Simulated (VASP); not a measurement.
Band structure of Ni2N. All values below come from PBE GGA, VASP's PBE PAW potentials (set 64) (plane waves; VASP 6.6.1).

The cell holds a wide vacuum, so values per volume refer to the whole cell. The moments were started parallel, and other spin orders were not tried in this run.

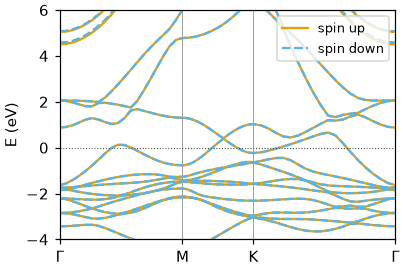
Figure: Bands along high-symmetry lines, zero at the valence-band maximum or, without a gap, the Fermi level

**Question.** Read the plot: is there a gap, and where are the band edges?

**Answer.** It has no gap at this level: it comes out as a metal or semimetal.

The cell is a sheet with vacuum, built from a generated structure.
